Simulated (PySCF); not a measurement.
## A study: C₃H₃, charge +1, SMILES `[CH+]1C=C1`

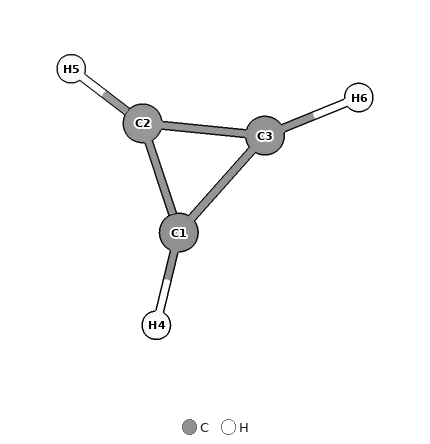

The molecule, with its atoms numbered as below. No frequency check shows the geometry to be a minimum.

Coordinates in Å:

```
C1       0.7596    0.2362    0.0000
C2      -0.1752   -0.7759    0.0000
C3      -0.5843    0.5397    0.0000
H4       1.7844    0.5549    0.0000
H5      -0.4116   -1.8228    0.0000
H6      -1.3728    1.2679    0.0000
```

### 1. Bonding charge

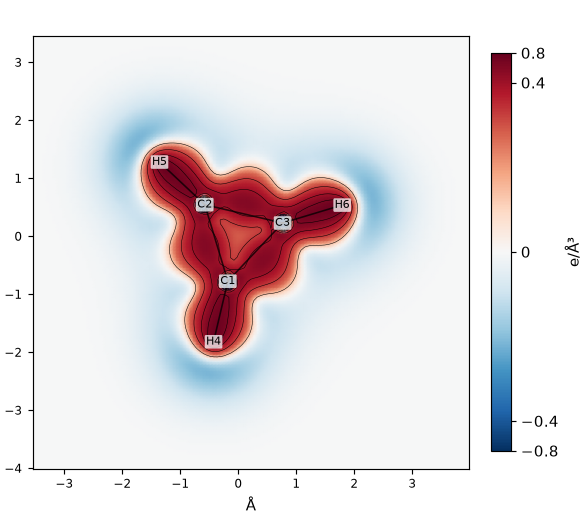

Deformation density (molecule less spherical, spin-averaged free atoms) in the molecular plane; colour scale in e/Å³, logarithmic beyond ±0.1; red: gain, blue: loss.

Computed with PySCF, TPSS/6-31+G*, geometry: GFN2-xTB.

How much density has each bond in this plane gained at its critical point, relative to the free atoms?

Answer. C1–H4, C2–H5 and C3–H6: +0.72 e/Å³ at the bond critical point (bond length 1.07 Å). C1–C3, C1–C2 and C2–C3: +0.50 e/Å³ at the bond critical point (bond length 1.38 Å). In all, 1.2 electrons gather in the regions of gain relative to the promolecule of neutral atoms (the regions of loss give up this much and the cation's charge besides).

### 2. Bond critical points

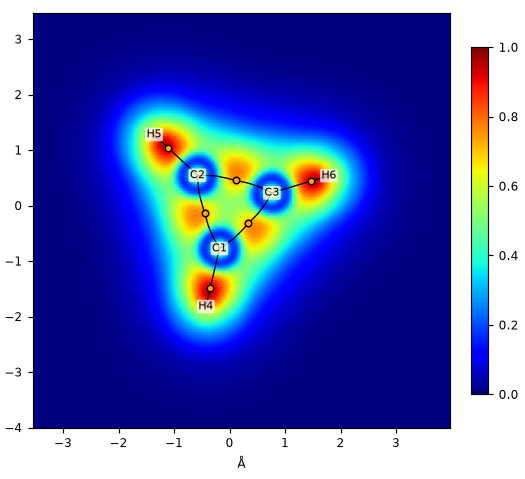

Localised orbital locator (LOL) in the molecular plane, with bond paths and bond critical points (dots).

Rank the bonds in the plane by LOL at their critical points.

Answer. C1–H4, C2–H5 and C3–H6: about 0.95; C1–C3, C1–C2 and C2–C3: about 0.73. Values above 0.5 mark slow, localised electrons, as in shared pairs; low values at a critical point mark a polar or closed-shell contact whose critical point lies between the shells.

Where along C1–H4 does the critical point lie?

Answer. 0.73 Å from C1 and 0.34 Å from H4.

### 3. Electrostatic potential

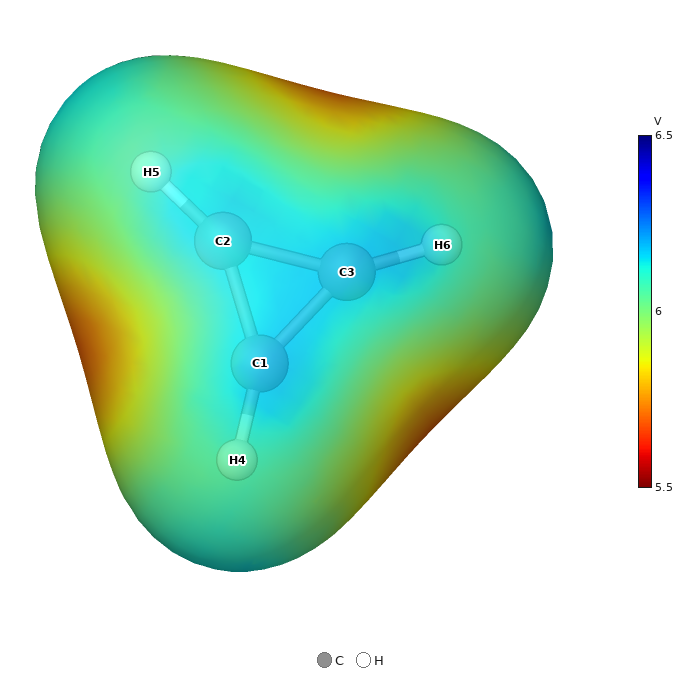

Electrostatic potential on the surface of electron density 0.001 a.u.

Where are the extremes of the potential on the surface?

Answer. Highest: 6.18 V, off the molecular plane, over C2 (1.8 Å), and at like points elsewhere. Lowest: 5.69 V, off the C1–C3 bond (2.0 Å from its atoms), and at like points elsewhere. The surface is sampled at points, so like sites can differ by a few per cent and only the strongest of them is named.

What volume does the surface enclose?

Answer. About 56 Å³.

### 4. Magnetic shielding

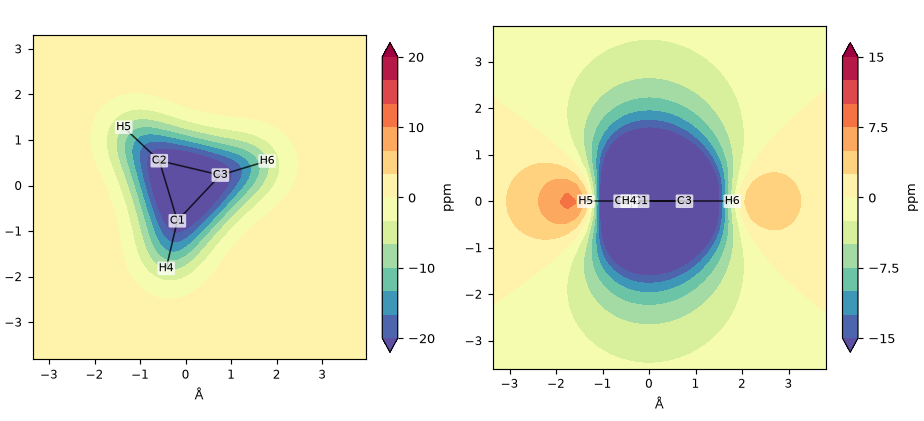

NICSzz (the component normal to the ring) 1.0 Å above the plane of the 3-membered ring C1/C2/C3 (left) and NICSzz (the component normal to the ring) in a plane perpendicular to the same ring (right); GIAO shieldings; atoms are projected onto the map; negative values mean shielding.

Level of theory: B3LYP/6-311G** (PySCF), at a geometry from GFN2-xTB.

What does the map say about the ring?

Answer. It is shielded above its centre; in a three-membered ring σ bonds weigh heavily, so the values alone don't measure π aromaticity: NICS(0) = −22.4, NICS(1) = −14.7, NICS(1)zz = −28.5 ppm.

### 5. The π system

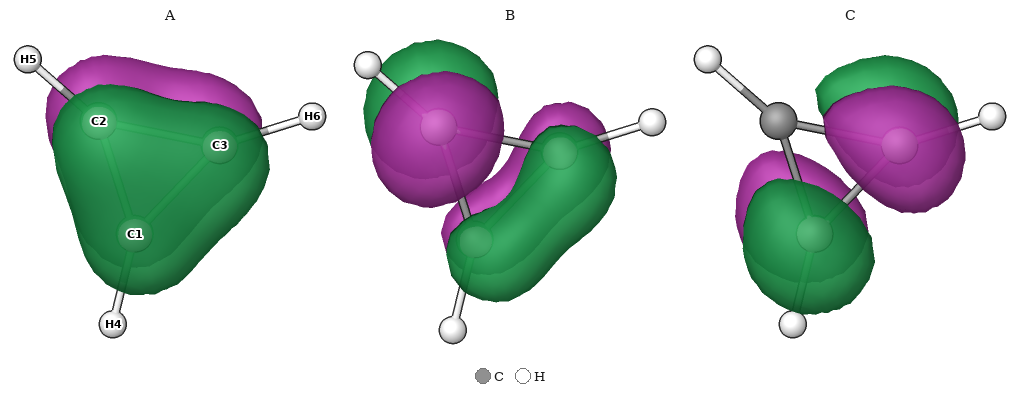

Natural orbitals of the π active space, CASSCF(2,3), singlet state, in order of falling occupation.

Computed with PySCF, 6-311G** basis, geometry: GFN2-xTB.

What are the natural occupation numbers?

Answer. A 1.95, B 0.03, C 0.03.

How multiconfigurational is the state?

Answer. The leading determinant weighs 0.97; the effective number of unpaired electrons, Σ n²(2−n)², is 0.02; the most occupied of the weakly occupied orbitals holds 0.03 e, as in an ordinary closed-shell π system. The active space lowers the energy by 0.66 eV against Hartree–Fock.

Where does the lowest triplet lie relative to the singlet, at this geometry and within this active space?

Answer. 7.53 eV above it by strongly contracted NEVPT2 (+7.00 eV by CASSCF); a small basis tends to put such gaps a few tenths of an eV too high. This is a vertical energy for π states alone; a state that uses lone pairs or σ orbitals may lie lower.
